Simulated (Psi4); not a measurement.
Geometry relaxation, with input and output: SiH$_{4}$S (part 1 of 4)

The run: geometry relaxation of SiH$_{4}$S, SMILES [SiH3]S. Method and program: B97-3c/def2-mTZVP, RKS (Psi4 1.11).

The geometry comes from this level: PBE0-D4/def2-TZVP.

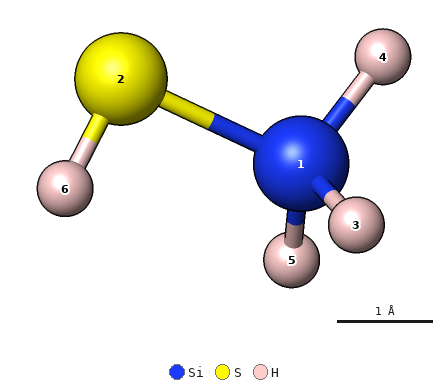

Fig. 1: The input geometry (ball-and-stick view, seen at a tilt; atoms are numbered from 1 in the order of the input).

Summary:

```json
{"quantity": "outcome", "value": "converged"}
{"quantity": "total energy", "value": "−689.981654 hartree"}
{"quantity": "dispersion energy", "value": "−0.009973 hartree"}
{"quantity": "basis functions", "value": "56"}
{"quantity": "HOMO", "value": "−6.20 eV"}
{"quantity": "LUMO", "value": "−0.65 eV"}
{"quantity": "dipole moment", "value": "1.33 D"}
{"quantity": "hardware", "value": "1 thread of AMD EPYC (Zen 5), 16 GiB of memory available, shared host"}
{"quantity": "wall time", "value": "9.9 s"}
{"quantity": "peak memory", "value": "0.44 GiB"}
```

The input (job.in):
```
memory 1600 mb

molecule molecule1 {
  0 1
  Si
  S 1 2.137184
  H 1 1.484975 2 111.62558
  H 1 1.482135 3 109.95689 2 115.92603
  H 1 1.484933 4 109.9684 3 -119.76762
  H 2 1.343672 1 94.74753 4 179.90006
}

set {
  reference rks
  geom_maxiter 60
}

E, wfn = optimize("b97-3c", return_wfn=True)
```

Command:
```bash
psi4 -i job.in -o job.out -n 1
```

Output:
```
Psi4 1.11 release

gradient() will perform analytic gradient computation.

   => Loading Basis Set <=

    Name: DEF2-MTZVP
    Role: ORBITAL
    Keyword: BASIS

   => B973C: Empirical Dispersion <=

        s6 =       1.000000
        s8 =       1.500000
        a1 =       0.370000
        a2 =       4.100000
        s9 =       1.000000

         ---------------------------------------------------------
                                   SCF
                              RKS Reference
                        1 Threads,   1525 MiB Core
         ---------------------------------------------------------

  ==> Geometry <==

    Molecular point group: c1
    Full point group: C1

    Geometry (in Angstrom), charge = 0, multiplicity = 1:

       Center              X                  Y                   Z               Mass
    ------------   -----------------  -----------------  -----------------  -----------------
         SI          -0.017175292984    -0.009479861274    -1.080189045950    27.976926534650
         S           -0.017175292984    -0.009479861274     1.056994954050    31.972071174400
         H           -0.017175292984     1.370970780946    -1.627461167493     1.007825032230
         H           -1.270101740361    -0.704219052142    -1.459974422656     1.007825032230
         H            1.153890102445    -0.740687584405    -1.626967904129     1.007825032230
         H            1.155034108556     0.637831535549     1.168204297489     1.007825032230

  Running in c1 symmetry.

  Rotational constants: A =      2.20016  B =      0.21021  C =      0.20563 [cm^-1]
  Rotational constants: A =  65959.10199  B =   6301.99948  C =   6164.71284 [MHz]
  Nuclear repulsion =   89.238630159350436

  Charge       = 0
  Multiplicity = 1
  Electrons    = 34
  Nalpha       = 17
  Nbeta        = 17

  ==> Algorithm <==

  SCF Algorithm Type is DF.
  DIIS enabled.
  MOM disabled.
  Fractional occupation disabled.
  Guess Type is SAD.
  Energy threshold   = 1.00e-08
  Density threshold  = 1.00e-08
  Integral threshold = 1.00e-12

  ==> Primary Basis <==

  Basis Set: DEF2-MTZVP
    Blend: DEF2-MTZVP
    Number of shells: 32
    Number of basis functions: 56
    Number of Cartesian functions: 58
    Spherical Harmonics?: true
    Max angular momentum: 2

  ==> DFT Potential <==

   => LibXC <=

    Version 7.1.2

   => Composite Functional: B973C <=

    Deriv               =              1
    GGA                 =           TRUE
    Meta                =          FALSE

    Exchange Hybrid     =          FALSE
    MP2 Hybrid          =          FALSE

   => Exchange-Correlation Functionals <=

   => LibXC Density Thresholds  <==

    XC_GGA_XC_B97_3C:  1.00E-14

   => Molecular Quadrature <=

    Radial Scheme          =       TREUTLER
    Pruning Scheme         =           NONE
    Nuclear Scheme         =       TREUTLER

    Blocking Scheme        =         OCTREE
    BS radius alpha        =              1
    Pruning alpha          =              1
    Radial Points          =             75
    Spherical Points       =            302
    Total Points           =         130322
    Total Blocks           =           1030
    Max Points             =            256
    Max Functions          =             56
    Weights Tolerance      =       1.00E-15

   => Loading Basis Set <=

    Name: (DEF2-MTZVP AUX)
    Role: JKFIT
    Keyword: DF_BASIS_SCF

  ==> Integral Setup <==

  DFHelper Memory: AOs need 0.009 GiB; user supplied 0.941 GiB.
  SCF_SUBTYPE=INCORE selected. In-core MEM_DF algorithm will be used.
  Using in-core AOs.

  ==> MemDFJK: Density-Fitted J/K Matrices <==

    J tasked:                   Yes
    K tasked:                    No
    wK tasked:                   No
    Memory [MiB]:               963
    Algorithm:                 Core
    Schwarz Cutoff:           1E-12
    Mask sparsity (%):       1.0204
    Fitting Condition:        1E-10

   => Auxiliary Basis Set <=

  Basis Set: (DEF2-MTZVP AUX)
    Blend: DEF2-UNIVERSAL-JKFIT
    Number of shells: 100
    Number of basis functions: 328
    Number of Cartesian functions: 390
    Spherical Harmonics?: true
    Max angular momentum: 4

  Cached 100.0% of DFT collocation blocks in 0.177 [GiB].

  Minimum eigenvalue in the overlap matrix is 9.0614160518E-03.
  Reciprocal condition number of the overlap matrix is 1.8562640771E-03.
    Using symmetric orthogonalization.

  ==> Pre-Iterations <==

  SCF Guess: Superposition of Atomic Densities via on-the-fly atomic UHF (no occupation information).

   -------------------------
    Irrep   Nso     Nmo
   -------------------------
     A         56      56
   -------------------------
    Total      56      56
   -------------------------

  ==> Iterations <==

                           Total Energy        Delta E     RMS |[F,P]|

   @DF-RKS iter SAD:  -689.70485233246336   -6.89705e+02   0.00000e+00
   @DF-RKS iter   1:  -689.88126286576880   -1.76411e-01   7.99397e-03 DIIS/ADIIS
   @DF-RKS iter   2:  -689.88684849564947   -5.58563e-03   7.44631e-03 DIIS/ADIIS
   @DF-RKS iter   3:  -689.97806102109109   -9.12125e-02   1.22471e-03 DIIS/ADIIS
   @DF-RKS iter   4:  -689.98134731822620   -3.28630e-03   3.02139e-04 DIIS/ADIIS
   @DF-RKS iter   5:  -689.98152428570450   -1.76967e-04   9.72878e-05 DIIS
   @DF-RKS iter   6:  -689.98154291311846   -1.86274e-05   2.03940e-05 DIIS
   @DF-RKS iter   7:  -689.98154383570159   -9.22583e-07   3.80319e-06 DIIS
   @DF-RKS iter   8:  -689.98154387557929   -3.98777e-08   6.59631e-07 DIIS
   @DF-RKS iter   9:  -689.98154387655563   -9.76343e-10   1.78802e-07 DIIS
   @DF-RKS iter  10:  -689.98154387663999   -8.43556e-11   5.89048e-09 DIIS
  Energy and wave function converged.

  ==> Post-Iterations <==

   Electrons on quadrature grid:
      Ntotal   =   34.0000026456 ; deviation = 2.646e-06

    Orbital Energies [Eh]
    ---------------------

    Doubly Occupied:

       1A    -88.028703     2A    -65.419293     3A     -7.721251
       4A     -5.751826     5A     -5.747941     6A     -5.741167
       7A     -5.117062     8A     -3.532250     9A     -3.529870
      10A     -3.529626    11A     -0.677963    12A     -0.491444
      13A     -0.384375    14A     -0.329727    15A     -0.322131
      16A     -0.298440    17A     -0.228399

    Virtual:

      18A     -0.022118    19A     -0.013208    20A      0.019266
      21A      0.029601    22A      0.037770    23A      0.133532
      24A      0.146687    25A      0.146938    26A      0.206739
      27A      0.245852    28A      0.260674    29A      0.286781
      30A      0.336423    31A      0.340133    32A      0.384615
      33A      0.401001    34A      0.505214    35A      0.520606
      36A      0.582424    37A      0.600942    38A      0.640396
      39A      0.744543    40A      0.746058    41A      0.819308
      42A      0.850956    43A      0.863015    44A      1.045829
      45A      1.259041    46A      1.266084    47A      1.335860
      48A      1.798981    49A      1.819841    50A      1.928944
      51A      2.206321    52A      2.282952    53A      2.286612
      54A      2.293010    55A      9.307074    56A     17.918850

    Final Occupation by Irrep:
              A
    DOCC [    17 ]
    NA   [    17 ]
    NB   [    17 ]

  @DF-RKS Final Energy:  -689.98154387663999

   => Energetics <=

    Nuclear Repulsion Energy =             89.2386301593504356
    One-Electron Energy =               -1131.4348274606509221
    Two-Electron Energy =                 400.1947842794838266
    DFT Exchange-Correlation Energy =     -47.9607997091774507
    Empirical Dispersion Energy =          -0.0193311456458582
    VV10 Nonlocal Energy =                  0.0000000000000000
    Total Energy =                       -689.9815438766399893

Computation Completed

Properties will be evaluated at   0.000000,   0.000000,   0.000000 [a0]

Properties computed using the SCF density matrix

 Multipole Moments:

 ------------------------------------------------------------------------------------
     Multipole            Electronic (a.u.)      Nuclear  (a.u.)        Total (a.u.)
 ------------------------------------------------------------------------------------

 L = 1.  Multiply by 2.5417464519 to convert [e a0] to [Debye]
 Dipole X            :         -0.6124596            0.9569354            0.3444757
 Dipole Y            :         -0.3379893            0.5281782            0.1901889
 Dipole Z            :          2.9814436           -3.3201100           -0.3386664
 Magnitude           :                                                    0.5191631

 ------------------------------------------------------------------------------------

	total time  =          4 seconds =       0.07 minutes

         ------------------------------------------------------------
                                   SCF GRAD
         ------------------------------------------------------------

  ==> Geometry <==

    Molecular point group: c1
    Full point group: C1

    Geometry (in Angstrom), charge = 0, multiplicity = 1:

       Center              X                  Y                   Z               Mass
    ------------   -----------------  -----------------  -----------------  -----------------
         SI          -0.017175292984    -0.009479861274    -1.080189045950    27.976926534650
         S           -0.017175292984    -0.009479861274     1.056994954050    31.972071174400
         H           -0.017175292984     1.370970780946    -1.627461167493     1.007825032230
         H           -1.270101740361    -0.704219052142    -1.459974422656     1.007825032230
         H            1.153890102445    -0.740687584405    -1.626967904129     1.007825032230
         H            1.155034108556     0.637831535549     1.168204297489     1.007825032230

  Nuclear repulsion =   89.238630159350436

  ==> Basis Set <==

  Basis Set: DEF2-MTZVP
    Blend: DEF2-MTZVP
    Number of shells: 32
    Number of basis functions: 56
    Number of Cartesian functions: 58
    Spherical Harmonics?: true
    Max angular momentum: 2

  ==> DFJKGrad: Density-Fitted SCF Gradients <==

    Gradient:                    1
    J tasked:                  Yes
    K tasked:                   No
    wK tasked:                  No
    Integrals threads:           1
    Memory [MiB]:             1144
    Schwarz Cutoff:          1E-12
    Fitting Condition:       1E-10

   => Auxiliary Basis Set <=

  Basis Set: (DEF2-MTZVP AUX)
    Blend: DEF2-UNIVERSAL-JKFIT
    Number of shells: 100
    Number of basis functions: 328
    Number of Cartesian functions: 390
    Spherical Harmonics?: true
    Max angular momentum: 4

   => Molecular Quadrature <=

    Radial Scheme          =       TREUTLER
    Pruning Scheme         =           NONE
    Nuclear Scheme         =       TREUTLER

    Blocking Scheme        =         OCTREE
    BS radius alpha        =              1
    Pruning alpha          =              1
    Radial Points          =             75
    Spherical Points       =            302
    Total Points           =         130322
    Total Blocks           =           1030
    Max Points             =            256
    Max Functions          =             56
    Weights Tolerance      =       1.00E-15

  -Total Gradient:
     Atom            X                  Y                   Z
    ------   -----------------  -----------------  -----------------
       1        0.001064657191     0.000579681886     0.003935817038
       2        0.002348349754     0.001299736894    -0.003276744094
       3       -0.000199737530     0.001086290957     0.000147194528
       4       -0.001256739681    -0.000696927000    -0.000023016590
       5        0.000810206718    -0.000735887007     0.000156899701
       6       -0.002734052544    -0.001515254517    -0.001089410469

	total time  =          0 seconds =       0.00 minutes

    			-----------------------------------------

    			 OPTKING 3.0: for geometry optimizations

    			        with contributions from

    			-----------------------------------------

	                            ===> Fragment 1 <==

	 Z (Atomic Numbers)          Masses                          Geom
	      14.000000            27.976927         -0.03245660 -0.01791434 -2.04126146
	      16.000000            31.972071         -0.03245660 -0.01791434  1.99743098
	       1.000000             1.007825         -0.03245660  2.59075930 -3.07545589
	       1.000000             1.007825         -2.40014444 -1.33078114 -2.75895181
	       1.000000             1.007825          2.18053627 -1.39969668 -3.07452375
	       1.000000             1.007825          2.18269813  1.20532692  2.20758618

	 - Coordinate -           - BOHR/RAD -       - ANG/DEG -
	 R(1,2)           =         4.038692           2.137184
	 R(1,3)           =         2.806196           1.484975
	 R(1,4)           =         2.800829           1.482135
	 R(1,5)           =         2.806117           1.484933
	 R(2,6)           =         2.539172           1.343672
	 B(1,2,6)         =         1.653656          94.747530
	 B(2,1,3)         =         1.948234         111.625580
	 B(2,1,4)         =         1.829929         104.847198
	 B(2,1,5)         =         1.947888         111.605750
	 B(3,1,4)         =         1.919110         109.956890
	 B(3,1,5)         =         1.898695         108.787237
	 B(4,1,5)         =         1.919311         109.968400
	 D(3,1,2,6)       =        -1.066254         -61.091870
	 D(4,1,2,6)       =         3.139848         179.900060
	 D(5,1,2,6)       =         1.062706          60.888592

	        --- Internal Coordinate Step in ANG or DEG, aJ/ANG or AJ/DEG ---
	-------------------------------------------------------------------------------
	           Coordinate      Previous         Force          Change          New
	           ----------      --------        ------          ------        ------
	               R(1,2)       2.13718        0.03554        0.01007       2.14725
	               R(1,3)       1.48498       -0.00778       -0.00285       1.48213
	               R(1,4)       1.48214       -0.01148       -0.00417       1.47797
	               R(1,5)       1.48493       -0.00768       -0.00281       1.48212
	               R(2,6)       1.34367        0.02648        0.00651       1.35018
	             B(1,2,6)      94.74753        0.00015        0.72445      95.47198
	             B(2,1,3)     111.62558        0.00006        0.26612     111.89170
	             B(2,1,4)     104.84720        0.00004        0.20547     105.05267
	             B(2,1,5)     111.60575        0.00006        0.27047     111.87622
	             B(3,1,4)     109.95689       -0.00004       -0.15969     109.79720
	             B(3,1,5)     108.78724       -0.00008       -0.41086     108.37638
	             B(4,1,5)     109.96840       -0.00004       -0.16145     109.80695
	           D(3,1,2,6)     -61.09187        0.00001        0.11516     -60.97671
	           D(4,1,2,6)     179.90006        0.00000        0.04205     179.94211
	           D(5,1,2,6)      60.88859       -0.00001       -0.03115      60.85744
	-------------------------------------------------------------------------------

	                                 ==> Convergence Check <==

	Measures of convergence in internal coordinates in au.

	Criteria marked as inactive (o), active & met (*), and active & unmet ( ).

	----------------------------------------------------------------------------------------------~
	   Step    Total Energy     Delta E     Max Force     RMS Force      Max Disp      RMS Disp   ~
	----------------------------------------------------------------------------------------------~
	  Convergence Criteria     1.00e-06 *    3.00e-04 *             o    1.20e-03 *             o~
	----------------------------------------------------------------------------------------------~
	     1    -689.98154388   -6.90e+02      4.31e-03      1.63e-03 o    1.90e-02      7.83e-03 o  ~
	----------------------------------------------------------------------------------------------

Next Geometry in Ang
	Fragment 1 (Ang)

	   Si  -0.0191380512  -0.0106636608  -1.0836087194
	    S  -0.0155886072  -0.0089762433   1.0636381904
	    H  -0.0181359173   1.3641526461  -1.6373083256
	    H  -1.2680594586  -0.7029400997  -1.4648392155
	    H   1.1474434602  -0.7381959568  -1.6372092573
	    H   1.1607751658   0.6415592719   1.1899340387

    Structure for next step:
    Molecular point group: c1
    Full point group: C1

    Geometry (in Angstrom), charge = 0, multiplicity = 1:

    SI
    S             1    2.147251
    H             1    1.482128      2  111.891705
    H             1    1.477968      3  109.797199      2  116.238985
    H             1    1.482123      4  109.806955      3 -119.063260
    H             2    1.350177      1   95.471976      4  179.942110

gradient() will perform analytic gradient computation.

  ==> Geometry <==

    Molecular point group: c1
    Full point group: C1

    Geometry (in Angstrom), charge = 0, multiplicity = 1:

       Center              X                  Y                   Z               Mass
    ------------   -----------------  -----------------  -----------------  -----------------
         SI          -0.017271083893    -0.009579511079    -1.085420246647    27.976926534650
         S           -0.017271083893    -0.009579511079     1.061830259776    31.972071174400
         H           -0.017271083893     1.365672831056    -1.638036869006     1.007825032230
         H           -1.264594623334    -0.703294245342    -1.469258619599     1.007825032230
         H            1.151236548272    -0.735049596348    -1.637663208391     1.007825032230
         H            1.157974318693     0.642494213438     1.190581670750     1.007825032230

  Running in c1 symmetry.
```
